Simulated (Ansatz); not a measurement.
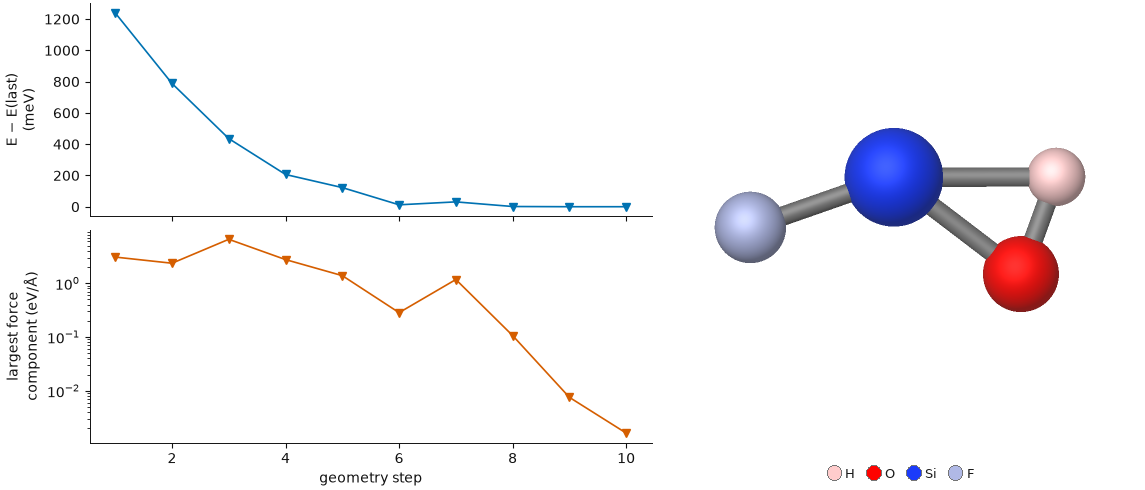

Beside the plot: the molecule at the start.

History of a geometry optimisation.

System: FHOSi.
Method: Ansatz, RKS PBE0-D4/def2-TZVP.

### How did it end, and what did it gain?

The optimisation met its thresholds at geometry 10, counting the start as the first. The energy fell by about 1200 meV from the first step to the last, with a rise at step 7. The largest force component goes from about 3.1 eV/Å at the start to 1.6 × 10⁻³ eV/Å at the end, with a peak of 6.6 eV/Å at step 3.
